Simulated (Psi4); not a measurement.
# r2SCAN/def2-TZVP (density fitting, sweep point 1) run of GaHBrF (SMILES [F][GaH][Br])

Wanted: energy and forces of GaHBrF. 

The calculation is run with Psi4 1.11.

4 further runs of the same task are left out: 4 set aside as unsound or not needed.

### Step 1. The molecule

GaHBrF has 4 atoms, charge 0, and is taken as a singlet. SMILES: `[F][GaH][Br]`. The shape is that of a PBE0-D4/def2-TZVP optimisation.

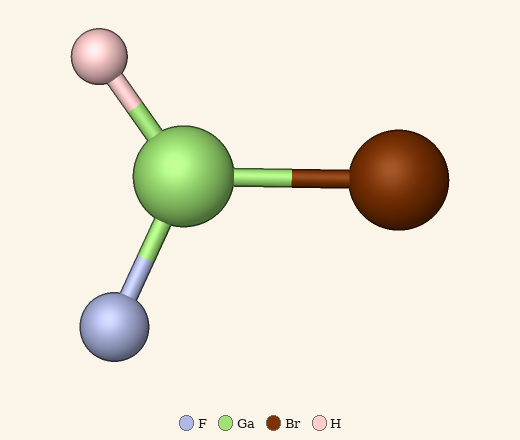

The structure, seen from a chosen angle (fluorine light blue, gallium green, bromine brown, hydrogen pink).

### Step 2. Energy and gradient at r2SCAN/def2-TZVP (density fitting, sweep point 1)

brfgah.in

```
memory 1600 mb

molecule system {
  0 1
  F     -1.669900    -0.445200     0.074400
  Ga    -0.035400     0.145800    -0.083200
  Br     1.531000    -1.293300     0.695900
  H      0.229800     1.532300    -0.707300
  symmetry c1
}

set globals {
  basis    def2-TZVP
  scf_type df
  guess    sad
}

energy_value, wavefunction = gradient("r2scan", return_wfn=True)
print_variables()
```

Command:

```bash
psi4 brfgah.in brfgah.out -n 1
```

brfgah.out:

```text
[...]
  Running in c1 symmetry.
[...]
  Nuclear repulsion =  405.256326614506179
[...]
  Multiplicity = 1
[...]
  Nalpha       = 38
  Nbeta        = 38
[...]
    Number of basis functions: 133
[...]
   @DF-RKS iter   1: -4597.19175902529878   -2.26711e+00   2.74953e-02 DIIS/ADIIS
[...]
   @DF-RKS iter  13: -4599.53188362492347    9.09495e-13   4.83140e-09 DIIS
[...]
    Orbital Energies [Eh]
    ---------------------
    Doubly Occupied:
       1A   -482.229216     2A   -372.029158     3A    -62.307831
       4A    -56.087618     5A    -56.086005     6A    -56.085585
       7A    -45.777788     8A    -40.503219     9A    -40.498934
      10A    -40.497926    11A    -24.453237    12A     -8.639332
      13A     -6.441696    14A     -6.435805    15A     -6.434372
      16A     -5.491056    17A     -3.762624    18A     -3.752688
      19A     -3.749972    20A     -2.540196    21A     -2.538690
      22A     -2.537709    23A     -2.533322    24A     -2.533256
      25A     -1.103361    26A     -0.811347    27A     -0.803348
      28A     -0.801182    29A     -0.800696    30A     -0.794400
      31A     -0.733569    32A     -0.456927    33A     -0.374029
      34A     -0.368552    35A     -0.360562    36A     -0.321184
[...]
  @DF-RKS Final Energy: -4599.53188362492347
   => Energetics <=
    Nuclear Repulsion Energy =            405.2563266145061789
    One-Electron Energy =               -7215.3709803879792162
    Two-Electron Energy =                2387.8362560014215887
    DFT Exchange-Correlation Energy =    -177.2534858528718189
    Empirical Dispersion Energy =           0.0000000000000000
    VV10 Nonlocal Energy =                  0.0000000000000000
    Total Energy =                      -4599.5318836249234664
[...]
 Multipole Moments:
 ------------------------------------------------------------------------------------
     Multipole            Electronic (a.u.)      Nuclear  (a.u.)        Total (a.u.)
 ------------------------------------------------------------------------------------
 L = 1.  Multiply by 2.5417464519 to convert [e a0] to [Debye]
 Dipole X            :          3.5001980           -3.1260879            0.3741101
 Dipole Y            :         -2.3557621            2.9736638            0.6179017
 Dipole Z            :          1.3420120           -1.6019446           -0.2599326
 Magnitude           :                                                    0.7676756
[...]
  -Total Gradient:
     Atom            X                  Y                   Z
    ------   -----------------  -----------------  -----------------
       1       -0.000478861725     0.000098440211    -0.000079265258
       2       -0.000821756240    -0.001283152946     0.000534984752
       3       -0.001079056256     0.001220423911    -0.000642529255
       4        0.000311575289     0.001504422294    -0.000674828856
[...]
```

Run time: 10 s. Hardware: 1 thread of Intel Xeon 6975P-C (Granite Rapids), shared host; peak memory 0.92 GiB.

### Step 3. Outcome

Level: r2SCAN/def2-TZVP (density fitting, sweep point 1).

| quantity | value |
| --- | --- |
| total energy | -4599.53188 Eh |
| dipole moment | 1.95 D |
| HOMO energy | -7.81 eV |
| LUMO energy | -2.13 eV |
| HOMO–LUMO gap | 5.69 eV |
